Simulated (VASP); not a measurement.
Band structure of NiAl (CsCl type). Level of theory: RPBE GGA, VASP's PBE PAW potentials (set 64) (plane waves; VASP 6.6.1).

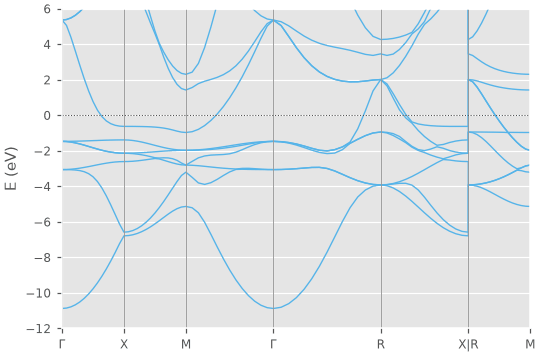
*Bands along high-symmetry lines, zero at the valence-band maximum or, without a gap, the Fermi level*

Question: Read the plot: is there a gap, and where are the band edges?

Answer: It has no gap at this level: it comes out as a metal or semimetal. (Edges off the drawn lines would not show.)

The compound is NiAl in the CsCl type structure. It was relaxed first. The run is not spin-polarised, so no magnetic state was tried. The electron count is odd and the run is not spin-polarised, which forces a metal.
